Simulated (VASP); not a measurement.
Band structure of CdS (wurtzite). Computed with r2SCAN meta-GGA with spin-orbit coupling, VASP's PBE PAW potentials (set 64) (plane waves; VASP).

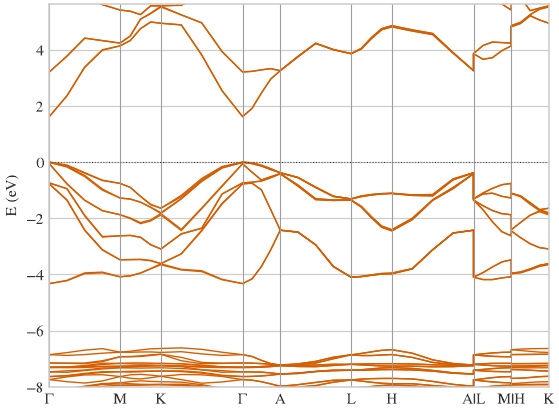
*Bands along high-symmetry lines, zero at the valence-band maximum or, without a gap, the Fermi level*

Question: Read the plot: is there a gap, and where are the band edges?

Answer: The gap is direct, 1.62 eV, from the valence maximum at Γ to the conduction minimum at Γ.

Measured: gap 2.64 eV at 0 K (computed value off by -1.02 eV), as given by X. Ren et al., All-electron periodic G0W0 implementation with numerical atomic orbital basis functions: algorithm and benchmarks (2021), arXiv:2011.01400 [zero-point renormalisation of 0.068 eV removed from the gap extrapolated to 0 K (as printed)].

The compound is CdS in the wurtzite structure. It was relaxed first.
